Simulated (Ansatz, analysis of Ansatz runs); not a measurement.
**Reproducing a measured migration barrier: interstitial H in bcc V, hop from a tetrahedral to the next tetrahedral site**

How near does this set-up come to the measured migration barrier? Subject: interstitial H in bcc V, hop from a tetrahedral to the next tetrahedral site. Set-up: PBE, 32-site cell, PBE lattice, 420 eV, k: 4x4x4 Gamma-centred, Fermi-Dirac 0.05 eV. The model is a cell of 32 host atoms with 1 H put in. The barrier is the energy of the highest image of a climbing band over the relaxed site that the atom leaves. This set-up takes another sampling or smearing than the usual one for this cell.

**The experiment.** Migration barrier: 0.046 eV, by Gorsky effect and other diffusion measurements (T > 250 K); average of cited values (quoted in “Explainable Machine Learning for Hydrogen Diffusion in Metals and Random Binary Alloys”, 2023, G. M. Lu et al., quoting earlier work (1983)). The calculation is set beside it at the end.

Program: Ansatz 0.2.0. Level of theory: plane-wave PAW DFT, PBE; relaxation of all atoms of a defect supercell. Results are calculated unless marked as measured.

## 1. The starting structure

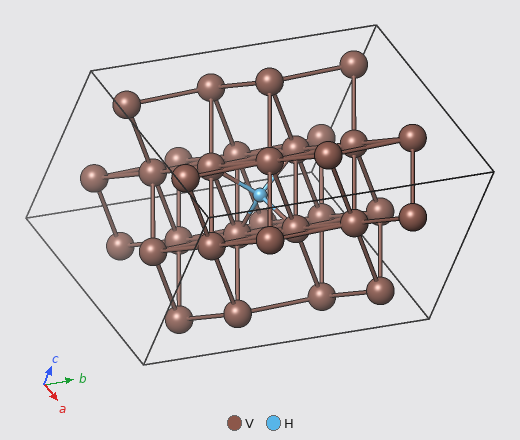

Start, viewed slightly off an axis; vanadium brown, hydrogen blue.

The cell holds 33 atoms: 32 V and 1 H. Its edges and angles: a = 8.475 Å, b = 8.475 Å, c = 8.475 Å, α = 60.0°, β = 60.0°, γ = 60.0°. It derives from V (space group Im-3m). Nearest the centre at fractional (0.312, 0.438, 0.562): H33 at 0.00 Å, V7 at 1.67 Å, V29 at 1.67 Å, V14 at 1.67 Å, V4 at 1.67 Å, V11 at 2.70 Å, V13 at 2.70 Å, V8 at 2.70 Å.

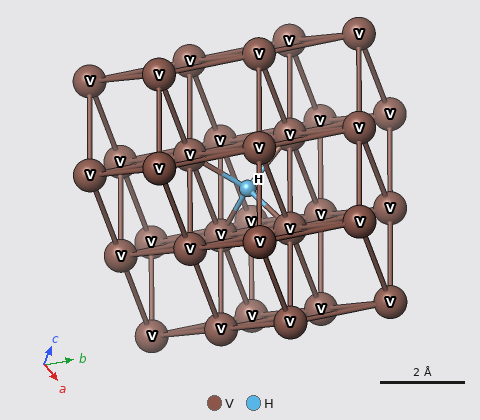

The atoms within 5 Å of the centre.

The host's primitive cell comes from a first run (plane-wave PAW DFT, PBE; relaxation of the host's cell and atoms): vectors of 2.595, 2.595 and 2.595 Å. That is 13.45 Å³ an atom, 3.2 % under the diffraction cell's volume. The supercell is built on it.

## 2. Relaxation, charge 0

A barrier counts from a true minimum, so both ends of the jump are relaxed first.

Contents of start/input.yaml:

```yaml
relax:
  f_tol: 0.02
  max_steps: 80
  escape_saddle: false
crystal:
  lattice:
    - [0.0, 5.99246225, 5.99246225]
    - [5.99246225, 0.0, 5.99246225]
    - [5.99246225, 5.99246225, 0.0]
  atoms:
    - { symbol: V, position: [0.0, 0.0, 0.0] }
    - { symbol: V, position: [0.125, 0.125, 0.125] }
    - { symbol: V, position: [0.25, 0.25, 0.25] }
    - { symbol: V, position: [0.375, 0.375, 0.375] }
    - { symbol: V, position: [0.0, 0.0, 0.5] }
    - { symbol: V, position: [0.125, 0.125, 0.625] }
    - { symbol: V, position: [0.25, 0.25, 0.75] }
    - { symbol: V, position: [0.375, 0.375, 0.875] }
    - { symbol: V, position: [0.0, 0.5, 0.0] }
    - { symbol: V, position: [0.125, 0.625, 0.125] }
    - { symbol: V, position: [0.25, 0.75, 0.25] }
    - { symbol: V, position: [0.375, 0.875, 0.375] }
    - { symbol: V, position: [0.0, 0.5, 0.5] }
    - { symbol: V, position: [0.125, 0.625, 0.625] }
    - { symbol: V, position: [0.25, 0.75, 0.75] }
    - { symbol: V, position: [0.375, 0.875, 0.875] }
    - { symbol: V, position: [0.5, 0.0, 0.0] }
    - { symbol: V, position: [0.625, 0.125, 0.125] }
    - { symbol: V, position: [0.75, 0.25, 0.25] }
    - { symbol: V, position: [0.875, 0.375, 0.375] }
    - { symbol: V, position: [0.5, 0.0, 0.5] }
    - { symbol: V, position: [0.625, 0.125, 0.625] }
    - { symbol: V, position: [0.75, 0.25, 0.75] }
    - { symbol: V, position: [0.875, 0.375, 0.875] }
    - { symbol: V, position: [0.5, 0.5, 0.0] }
    - { symbol: V, position: [0.625, 0.625, 0.125] }
    - { symbol: V, position: [0.75, 0.75, 0.25] }
    - { symbol: V, position: [0.875, 0.875, 0.375] }
    - { symbol: V, position: [0.5, 0.5, 0.5] }
    - { symbol: V, position: [0.625, 0.625, 0.625] }
    - { symbol: V, position: [0.75, 0.75, 0.75] }
    - { symbol: V, position: [0.875, 0.875, 0.875] }
    - { symbol: H, position: [0.3125, 0.4375, 0.5625] }
basis:
  ecutwfc: 420
  xc_grid: 2
hamiltonian:
  xc: pbe
kpoints:
  mp_grid: { grid: [4, 4, 4] }
scf:
  occupations: { method: fermi_dirac, width: 0.05 }
  max_iter: 120
output:
  forces: true
checkpoint:
  write: "../start.run"
  compress: false
  write_wavefunctions: true
  write_every: 100000
```

Launch:

```
ansatz run input.yaml --threads 4 --pin off --max-ram 14131MiB --backend cpu --events-out ev --progress --plain --runs-dir out
```

Numbers of over 12 decimals in the logs are rounded to 6 here.

The log of the run:

```text
[... repeated set-up lines and file paths are left out, and long positions are rounded to six places ...]
Engine: ansatz 0.2.0, aarch64-unknown-linux-gnu
Pseudopotentials: kind: paw
Pseudopotential: V, paw, valence charge 13, recommended cutoff 420 eV (normal), V.paw.azcp
Pseudopotential: H, paw, valence charge 1, recommended cutoff 420 eV (normal), H.paw.azcp
Functional definition: PBE
  parameter kappa = 0.804
  parameter beta = 0.066725
  exchange = pbe_x(kappa = kappa, mu = beta*pi^2/3)
  correlation = pbe_c(beta = beta)
Crystal: 33 atoms, lattice volume = 430.374 Å³
Basis set: ecut = 420 eV, 8393 PW (Γ), exchange–correlation on 120×120×120 points (8 copies of the dense FFT grid, shifted against one another)
Bands: 251, of which v1, the nominal top of the filled ones, is band 209 counted from 1 (208 counted from 0)
Symmetry: 8 space group operations
Space group: I-42m (ITA 121), of the structure as read, at distance tolerance 7.6e-5 Å
k-points: 13 of 64 (time reversal used)
Non-local potential: V, projectors of the file, l = 0: 3, l = 1: 2, l = 2: 3, l = 3: 1
Non-local potential: H, projectors of the file, l = 0: 2, l = 1: 1
PAW form: soft (Blöchl's): semilocal exchange-correlation on the pseudo side does not see the compensation charge
PAW one-centre angular grid: V, 590 points (default); XC on 64 Gauss nodes
PAW one-centre angular grid: H, 110 points (default); XC on 64 Gauss nodes
Initial density: superposition of atomic densities (neutral atoms: chi_scale 0, normalization atom), corrected by the library's trained network
Initial wavefunctions: pseudopotential atomic-orbital guess
Functional: x = pbe(κ = 0.804, μ = 0.219515), c = pbe(β = 0.066725)
SCF iter   1: F=—  HF=-93213.350346 eV  |F-HF|=—  |Δ(HF+E_count)|=         —  Δρ=6.11e-3  dr2=1.70e-1  ethr=1.77e-3  ⟨swp⟩=8.3  Hψ=11857  notcnv=0  defer=26
preconditioner: auto → Kerker (q_TF=auto, 2.714 Å⁻¹)  [metal: Δε(μ)=0.003 eV  Ē_g=3.056 eV  σ=0.050 eV  W_gap=0.01  n_scr=136 (ndim 8)  ℏωp=22.7 eV  f_vac=0.000  D(μ)=52.42/eV (n_scr^D=748)]
SCF iter   2: F=—  HF=-93213.353018 eV  |F-HF|=—  |Δ(HF+E_count)|=   2.67e-3  Δρ=3.32e-3  dr2=3.89e-2  ethr=4.08e-5  ⟨swp⟩=2.2  Hψ=4415  notcnv=0  defer=64
SCF iter   3: F=—  HF=-93213.353733 eV  |F-HF|=—  |Δ(HF+E_count)|=   7.15e-4  Δρ=6.56e-4  dr2=1.06e-3  ethr=9.32e-6  ⟨swp⟩=1.8  Hψ=3420  notcnv=0  defer=64
SCF iter   4: F=—  HF=-93213.354468 eV  |F-HF|=—  |Δ(HF+E_count)|=   7.35e-4  Δρ=1.94e-4  dr2=9.57e-5  ethr=2.54e-7  ⟨swp⟩=2.7  Hψ=5999  notcnv=0  defer=64
iter 5 did not close the SCF: its close was put off for the readings that it lacked (scf_convergence_deferred on its scf_iter line)
SCF iter   5: F=-93213.354482 eV  HF=-93213.354482 eV  |F-HF|=4.19e-7  |Δ(HF+E_count)|=   1.38e-5  Δρ=3.54e-5  dr2=2.98e-6  ethr=2.29e-8  ⟨swp⟩=2.0  Hψ=3349  notcnv=0  defer=64
SCF iter   6: F=-93213.354482 eV  HF=-93213.354483 eV  |F-HF|=5.57e-7  |Δ(HF+E_count)|=   1.03e-6  Δρ=1.26e-5  dr2=7.84e-7  ethr=7.15e-10  ⟨swp⟩=2.0  Hψ=8223  notcnv=0
SCF 1 converged in 6 iterations: F = -93213.354482 eV  dr2 = 7.84e-7
  greatest PAW one-centre occupation: 1.000 electrons in one spin orbital (limit 2), on the V atom at site 31 (counted from 0), in its partial waves of l = 0
relax step   1: F+E_penalty+E_count = -93213.35448248 eV  Δ(F+E_penalty+E_count) = +0.000e0 eV  max|allowed force component| = 1.166e0 eV/Å  Δτ_max = 0.0000 Å  (6 SCF iters, dr2 threshold 1.00e-5 eV, accepted)
[... the SCF cycles and remarks between the steps are left out from here to the last step ...]
relax step   2: F+E_penalty+E_count = -93213.54256548 eV  Δ(F+E_penalty+E_count) = -1.881e-1 eV  max|allowed force component| = 4.528e-1 eV/Å  Δτ_max = 0.0495 Å  (6 SCF iters, dr2 threshold 8.49e-5 eV, accepted)
relax step   3: F+E_penalty+E_count = -93213.58947136 eV  Δ(F+E_penalty+E_count) = -4.691e-2 eV  max|allowed force component| = 3.432e-2 eV/Å  Δτ_max = 0.0379 Å  (6 SCF iters, dr2 threshold 1.28e-5 eV, accepted)
SCF iter   1: F=—  HF=-93213.591033 eV  |F-HF|=—  |Δ(HF+E_count)|=         —  Δρ=1.27e-3  dr2=2.07e-2  ethr=8.94e-5  ⟨swp⟩=4.4  Hψ=6236  notcnv=0  defer=188
SCF iter   2: F=—  HF=-93213.590125 eV  |F-HF|=—  |Δ(HF+E_count)|=   9.08e-4  Δρ=5.57e-4  dr2=4.79e-3  ethr=4.97e-6  ⟨swp⟩=1.0  Hψ=3757  notcnv=0  defer=190
SCF iter   3: F=—  HF=-93213.589723 eV  |F-HF|=—  |Δ(HF+E_count)|=   4.02e-4  Δρ=1.02e-4  dr2=7.13e-5  ethr=1.15e-6  ⟨swp⟩=2.0  Hψ=3595  notcnv=0  defer=190
SCF iter   4: F=—  HF=-93213.590369 eV  |F-HF|=—  |Δ(HF+E_count)|=   6.45e-4  Δρ=1.93e-5  dr2=4.35e-6  ethr=1.71e-8  ⟨swp⟩=2.8  Hψ=4699  notcnv=0  defer=190
SCF iter   5: F=—  HF=-93213.590368 eV  |F-HF|=—  |Δ(HF+E_count)|=   6.42e-7  Δρ=5.30e-6  dr2=1.38e-7  ethr=1.04e-9  ⟨swp⟩=2.5  Hψ=4266  notcnv=0  defer=190
SCF iter   6: F=-93213.590368 eV  HF=-93213.590368 eV  |F-HF|=3.53e-8  |Δ(HF+E_count)|=   1.54e-8  Δρ=2.68e-6  dr2=3.86e-8  ethr=2.40e-11  ⟨swp⟩=5.5  Hψ=10552  notcnv=0
SCF 4 converged in 6 iterations: F = -93213.590368 eV  dr2 = 3.86e-8
relax step   4: F+E_penalty+E_count = -93213.59036818 eV  Δ(F+E_penalty+E_count) = -8.968e-4 eV  max|allowed force component| = 7.976e-3 eV/Å  Δτ_max = 0.0048 Å  (6 SCF iters, accepted)
NSCF: frozen V_eff on 13 k-points
the band table was solved once a step of the walk had ended and its energy, with any forces and stress, was formed, with the checks that follow a solve (12144 applications of the Hamiltonian). They found nothing against the state; [...]
SCF converged after 6 iterations
Free energy (F): -93213.590368 eV
Harris-Foulkes:  -93213.590368 eV  (|F-HF|=3.53e-8)
Internal energy: -93213.158937 eV  (E = F + TS)
E sigma→0 (E₀):  -93213.374653 eV
Entropy (-TS):   -0.431431 eV (-13.074 meV/atom)
Fermi energy:    16.608871 eV
--- Per-component energies (eV) ---
  E_band       = -4586.034353
  E_kinetic    = 10788.972572
  E_local      = -28546.979407  (includes V_loc(G=0)·N_el)
  E_nonlocal   = -1457.910270
  E_hartree    = 13135.784133
  E_xc         = -4189.037096
  E_vxc        = -5311.457501  (∫ρ·V_xc dr)
  E_paw        = -35608.592752  (= ΣΔE_a)
  E_vpaw       = -6330.254099  (= ΣTr[D̂ρ^β])
  E_aug_tail   = 0.006836  (compensation charges beyond the density's cutoff)
  E_ewald      = -47335.402954
  E_smearing   = -0.431431  (= −TS)
  E_closure    = 0.000000  (closes the sum)
  Σ components = -93213.590368   (vs F -93213.590368, Δ=0.00e0)
--- Forces (eV/Å), atoms counted from 1 ---
  atom   1  V      0.00000000     0.00172003     0.00198710
  atom   2  V     -0.00459249    -0.00338006     0.00367718
  atom   3  V      0.00367718     0.00338006     0.00459249
  atom   4  V      0.00797608    -0.00065623     0.00000000
  atom   5  V     -0.00367718     0.00338006    -0.00459249
  atom   6  V      0.00696023     0.00460464    -0.00054410
  atom   7  V     -0.00000000     0.00065623     0.00797608
  atom   8  V      0.00212839     0.00518185     0.00000000
  atom   9  V      0.00054410    -0.00460464     0.00696023
  atom  10  V      0.00369713     0.00093025    -0.00000000
  atom  11  V      0.00000000    -0.00518185     0.00212839
  atom  12  V     -0.00696023     0.00460464     0.00054410
  atom  13  V      0.00000000    -0.00518185    -0.00212839
  atom  14  V     -0.00797608    -0.00065623     0.00000000
  atom  15  V      0.00054410    -0.00460464    -0.00696023
  atom  16  V      0.00459249    -0.00338006     0.00367718
  atom  17  V     -0.00000000    -0.00093025     0.00369713
  atom  18  V      0.00198710    -0.00172003     0.00000000
  atom  19  V     -0.00054410    -0.00460464    -0.00696023
  atom  20  V      0.00459249    -0.00338006    -0.00367718
  atom  21  V     -0.00054410    -0.00460464     0.00696023
  atom  22  V     -0.00212839     0.00518185     0.00000000
  atom  23  V     -0.00000000    -0.00093025    -0.00369713
  atom  24  V     -0.00696023     0.00460464    -0.00054410
  atom  25  V      0.00367718     0.00338006    -0.00459249
  atom  26  V      0.00696023     0.00460464     0.00054410
  atom  27  V      0.00000000     0.00172003    -0.00198710
  atom  28  V     -0.00369713     0.00093025     0.00000000
  atom  29  V     -0.00000000     0.00065623    -0.00797608
  atom  30  V     -0.00459249    -0.00338006    -0.00367718
  atom  31  V     -0.00367718     0.00338006     0.00459249
  atom  32  V     -0.00198710    -0.00172003     0.00000000
  atom  33  H      0.00000000     0.00000000     0.00000000
  max |Σ_I F_I| component: 1.52e-17 eV/Å
--- Band table (eV; the first three rows and the last of 13) ---
  k-point 0: bands = ["-47.0932", "-46.9801", "-46.9801", "-46.9715", [... 243 left out ...] "19.0337", "19.0416", "19.0439", "19.0439"]
  k-point 1: bands = ["-47.0822", "-47.0109", "-46.9833", "-46.9746", [... 243 left out ...] "18.9397", "18.9560", "18.9668", "18.9696"]
  [... further k-points left out ...]
--- Relaxed structure (4 steps of the walk, 4 accepted, 0 SCFs on fresh bases) ---
  F+E_penalty+E_count = -93213.59036818 eV   max|allowed force component| = 7.976e-3 eV/Å
  atoms:
    - { symbol: V, position: [-0.000236, -0.000313, 0.000313] }
    - { symbol: V, position: [0.124539, 0.123319, 0.126144] }
    - { symbol: V, position: [0.250999, 0.249539, 0.248319] }
    - { symbol: V, position: [0.377546, 0.372454, 0.364843] }
    - { symbol: V, position: [-0.001681, 0.001144, 0.500999] }
    - { symbol: V, position: [0.124391, 0.123970, 0.626386] }
    - { symbol: V, position: [0.247454, 0.239843, 0.760157] }
    - { symbol: V, position: [0.375574, 0.374426, 0.877574] }
    - { symbol: V, position: [-0.001030, 0.501386, 0.000253] }
    - { symbol: V, position: [0.124386, 0.625614, 0.124763] }
    - { symbol: V, position: [0.249426, 0.752574, 0.247426] }
    - { symbol: V, position: [0.376386, 0.875253, 0.374391] }
    - { symbol: V, position: [-0.002574, 0.500574, 0.499426] }
    - { symbol: V, position: [0.114843, 0.635157, 0.627546] }
    - { symbol: V, position: [0.248614, 0.751030, 0.750609] }
    - { symbol: V, position: [0.374001, 0.873856, 0.876681] }
    - { symbol: V, position: [0.500614, -0.000237, 0.000237] }
    - { symbol: V, position: [0.625236, 0.124764, 0.124687] }
    - { symbol: V, position: [0.750253, 0.249391, 0.248970] }
    - { symbol: V, position: [0.876144, 0.375999, 0.374539] }
    - { symbol: V, position: [0.500609, -0.000253, 0.498614] }
    - { symbol: V, position: [0.627574, 0.122426, 0.625574] }
    - { symbol: V, position: [0.750237, 0.249386, 0.750614] }
    - { symbol: V, position: [0.874747, 0.373614, 0.876030] }
    - { symbol: V, position: [0.500461, 0.499001, -0.001144] }
    - { symbol: V, position: [0.626030, 0.625609, 0.124747] }
    - { symbol: V, position: [0.750313, 0.750236, 0.249764] }
    - { symbol: V, position: [0.874763, 0.875237, 0.374386] }
    - { symbol: V, position: [0.510157, 0.502546, 0.497454] }
    - { symbol: V, position: [0.626681, 0.625461, 0.624001] }
    - { symbol: V, position: [0.748856, 0.751681, 0.750461] }
    - { symbol: V, position: [0.874687, 0.875313, 0.875236] }
    - { symbol: H, position: [0.312500, 0.437500, 0.5625] }
```

Wall time 4.1 min (4 threads of Arm Neoverse V1, shared host); peak memory 3.3 GiB; 14 min of CPU time.

The steps of the relaxation:

```
step  energy less that of the first step (eV)  largest force component (eV/Å)
   1                                   0.0000                          1.1658
   2                                  -0.1881                          0.4528
   3                                  -0.2350                          0.0343
   4                                  -0.2359                          0.0080
```

Forces are held to the 8 operations that the run works with; a distortion that breaks them can't arise in this run.

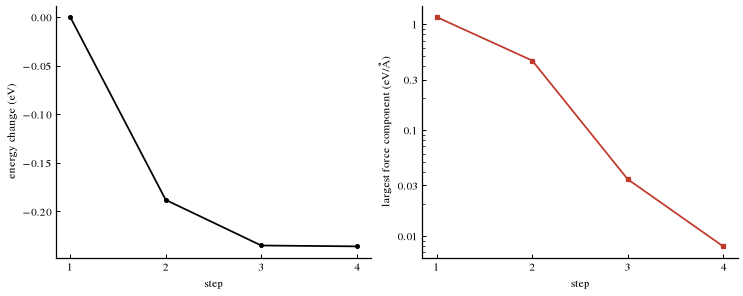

Energy and largest force along the relaxation.

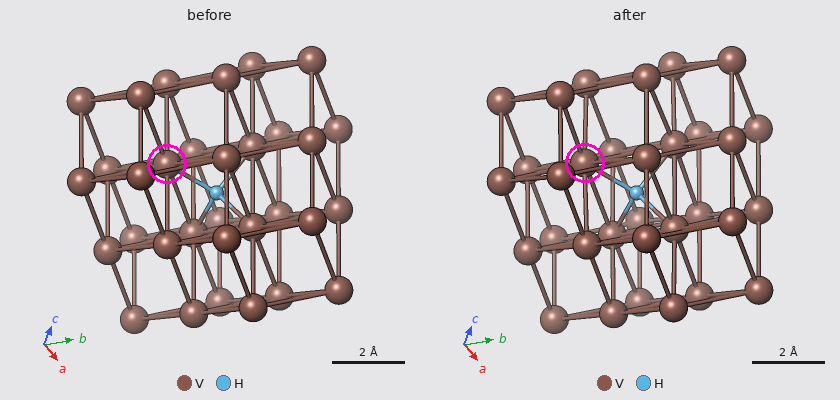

Before and after: the atoms that start within 5 Å of the centre. V7, which moves most, is ringed if it is among them.

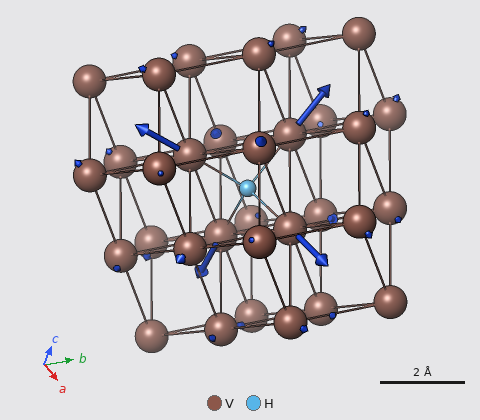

Displacements in the relaxation near the centre, exaggerated; the longest in the cell stands for 0.09 Å.

The atoms that moved most (Å):

```
atom      dx      dy      dz  length
  V7   0.000   0.046  -0.076   0.089
  V4  -0.076  -0.046   0.000   0.089
 V14   0.076  -0.046   0.000   0.089
 V29   0.000   0.046   0.076   0.089
 V13   0.000  -0.019  -0.012   0.022
 V11   0.000  -0.019   0.012   0.022
 V22  -0.012   0.019   0.000   0.022
  V8   0.012   0.019   0.000   0.022
```

Neighbours of H33 at the end:

```
atom  distance (Å)
 V29         1.763
  V4         1.763
 V14         1.763
  V7         1.763
 V22         2.723
  V8         2.723
 V11         2.723
 V13         2.723
```

This step gave:

```yaml
free_energy: -93213.5904 eV
smearing_term_ts: 0.4314 eV
```

The series, run alike:

```
                 run    outcome  energy less the first (eV)  moment (μB)     time
relaxation, charge 0  converged                      0.0000         0.00  4.1 min
relaxation, charge 0  converged                      0.0000         0.00    4 min
```

The relaxation ends 7.1 meV an atom lower, with a largest force component of 0.0080 eV/Å.

(Continued in part 2 of 2.)

[Logs are printed without paths, hosts, clocks, repeated set-up lines and the standing remarks that a program may print on its own settings, such as how far it seeks lower states.]

[Hosts, paths, dates, database ids (printed as entryN), source tags and the programs' standing remarks are cut or masked in the printed files.]

[For some hosts the program warned that the k-mesh of the response run may be too coarse for force constants and the static dielectric constant; such warnings are not shown here.]
